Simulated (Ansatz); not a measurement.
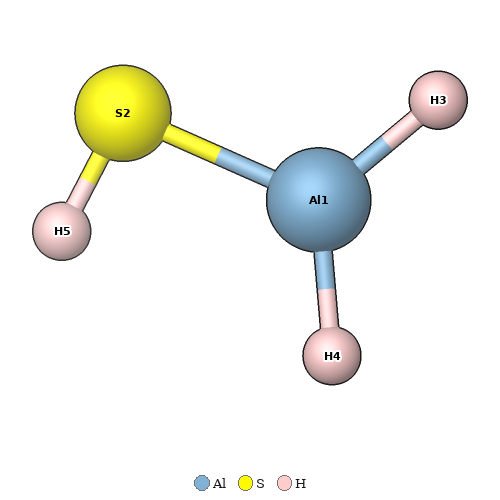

The system is AlH3S, SMILES [AlH2][SH]; the picture shows the reference structure. The first coordinate is: bond length Al1–S2; the second: dihedral H3–Al1–S2–H5. Nothing is relaxed (all other coordinates rigid). The grid has 15 × 15 points; 120 points were computed and 105 follow by symmetry. Energies are in kJ/mol, from the relaxed molecule at the same level. The calculation used RKS PBE0-D4/def2-TZVP in Ansatz.

Its coordinates:

```xyz
5

Al   -0.6161   -0.0642   -0.1817
S     1.1291   -0.3431    1.0966
H    -1.9816   -0.6501    0.3511
H    -0.4411    0.6960   -1.5564
H     1.9597    0.2878    0.2489
```

Range: bond length Al1–S2 from 1.919 to 2.726 Å; dihedral H3–Al1–S2–H5 from −180 to 156°.

### What landscape does the calculation give?

The lowest grid point is at bond length Al1–S2 = 2.208 Å, dihedral H3–Al1–S2–H5 = −180°, 0.47 kJ/mol from the relaxed molecule at the same level; the map holds 2 wells of about this depth. The highest grid point, bond length Al1–S2 = 2.726 Å, dihedral H3–Al1–S2–H5 = −84°, lies 119 kJ/mol above the lowest. On the interpolated surface the easiest way out of the lowest well to a well of about the same depth near bond length Al1–S2 = 2.208 Å, dihedral H3–Al1–S2–H5 = −12° passes a barrier of about 32 kJ/mol. Round the minimum the two coordinates are nearly uncoupled.

```tsv
dihedral H3–Al1–S2–H5 ↓, bond length Al1–S2 →	1.919	1.977	2.035	2.092	2.150	2.208	2.265	2.323	2.381	2.438	2.496	2.553	2.611	2.669	2.726
156	75	44	24	12	6	5	9	15	25	36	49	62	77	92	107
132	92	60	38	25	18	17	20	26	34	44	57	70	84	98	113
108	109	76	53	39	31	29	30	35	43	53	64	77	90	104	118
84	113	80	57	42	34	31	33	38	45	55	66	78	92	105	119
60	101	69	47	33	25	23	26	31	39	49	61	74	87	101	116
36	83	52	31	18	12	11	14	20	29	40	52	66	80	95	110
12	71	40	20	8	2	2	6	13	22	34	47	60	75	90	106
−12	71	40	20	8	2	2	6	13	22	34	47	60	75	90	106
−36	83	52	31	18	12	11	14	20	29	40	52	66	80	95	110
−60	101	69	47	33	25	23	26	31	39	49	61	74	87	101	116
−84	113	80	57	42	34	31	33	38	45	55	66	78	92	105	119
−108	109	76	53	39	31	29	30	35	43	53	64	77	90	104	118
−132	92	60	38	25	18	17	20	26	34	44	57	70	84	98	113
−156	75	44	24	12	6	5	9	15	25	36	49	62	77	92	107
−180	68	38	18	6	1	0	4	11	21	32	45	59	74	90	105
```

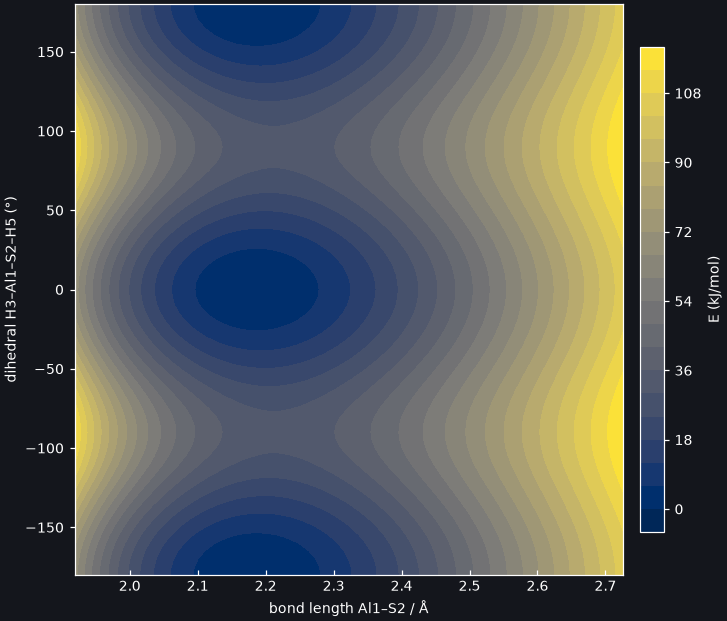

The picture shows filled contours. Between grid points the surface is interpolated.

The whole map (120 points run) took 3.7 min on 1 thread of Arm Neoverse V1, on a shared host.
